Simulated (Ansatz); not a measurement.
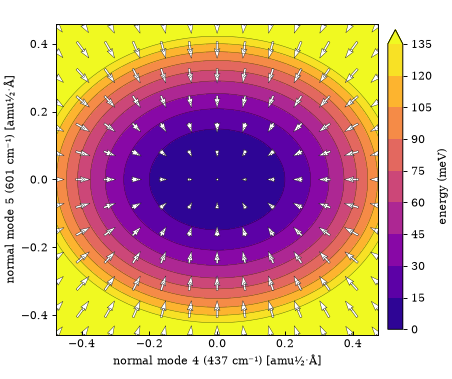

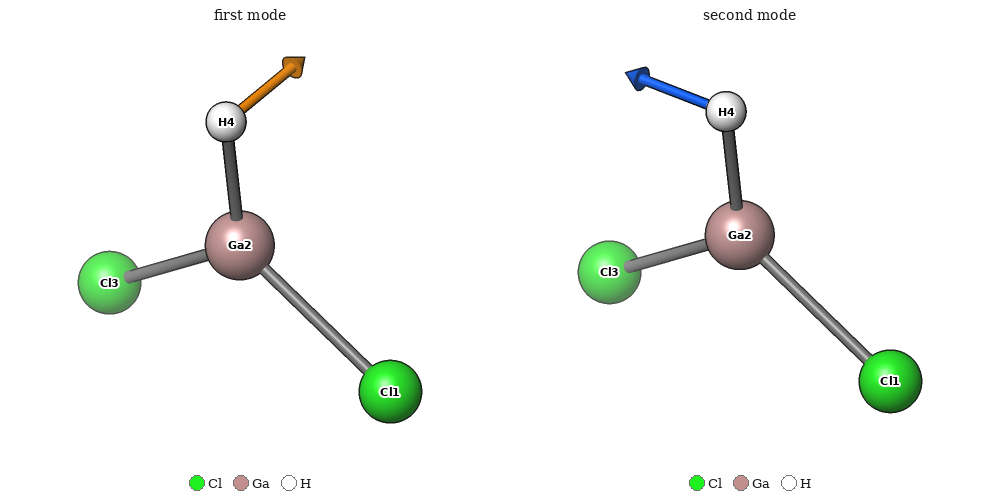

Energy landscape of Cl₂GaH, SMILES [Cl][GaH][Cl]. First axis: normal mode 4 (437 cm⁻¹). Second axis: normal mode 5 (601 cm⁻¹). Nothing is relaxed (straight displacements along the two mass-weighted modes). Grid: 13 × 13 points; 49 points were computed and 120 follow by symmetry. All energies are given in meV relative to the lowest grid point. The calculation used RKS B3LYP-D4/def2-TZVP in Ansatz.

The picture shows filled contours, dots at the grid points, arrows along the force (downhill), their lengths compressed, one colour for all values above the top of the scale. Between grid points the surface is interpolated. The second picture is the structure at the lowest point

Describe this landscape.

The lowest grid point is at normal mode 4 (437 cm⁻¹) = 0.000 amu½·Å, normal mode 5 (601 cm⁻¹) = 0.000 amu½·Å. No other kind of well shows on this grid. The highest grid point, normal mode 4 (437 cm⁻¹) = −0.475 amu½·Å, normal mode 5 (601 cm⁻¹) = −0.459 amu½·Å, lies 302 meV above the lowest.

The values on the grid:

```tsv
normal mode 5 (601 cm⁻¹) ↓, normal mode 4 (437 cm⁻¹) →	−0.475	−0.396	−0.317	−0.237	−0.158	−0.079	0.000	0.079	0.158	0.237	0.317	0.396	0.475
0.459	302	256	220	194	176	165	162	165	176	194	220	256	302
0.382	240	196	162	138	121	111	108	111	121	138	162	196	240
0.306	190	148	117	94	78	70	67	70	78	94	117	148	190
0.229	153	113	83	61	47	39	36	39	47	61	83	113	153
0.153	126	88	59	39	26	18	16	18	26	39	59	88	126
0.076	111	73	45	26	13	6	4	6	13	26	45	73	111
0.000	106	68	41	22	9	2	0	2	9	22	41	68	106
−0.076	111	73	45	26	13	6	4	6	13	26	45	73	111
−0.153	126	88	59	39	26	18	16	18	26	39	59	88	126
−0.229	153	113	83	61	47	39	36	39	47	61	83	113	153
−0.306	190	148	117	94	78	70	67	70	78	94	117	148	190
−0.382	240	196	162	138	121	111	108	111	121	138	162	196	240
−0.459	302	256	220	194	176	165	162	165	176	194	220	256	302
```

The input of one point:

```yaml
crystal:
  periodic: [false, false, false]
  atoms:
    - { symbol: Cl, position_ang: [-1.954781, -0.097034, -0.568138] }
    - { symbol: Ga, position_ang: [0.106175, 0.147161, -0.029923] }
    - { symbol: Cl, position_ang: [1.040483, -1.589332, 0.811719] }
    - { symbol: H, position_ang: [0.863622, 1.478904, -0.233959] }
basis:
  gaussian: { orbitals: def2-TZVP }
hamiltonian:
  xc: { name: B3LYP }
  dispersion: d4
output:
  forces: true
```

The whole map (49 points run) took 4.8 min on 1 thread of Arm Neoverse V1, with other jobs on the host.
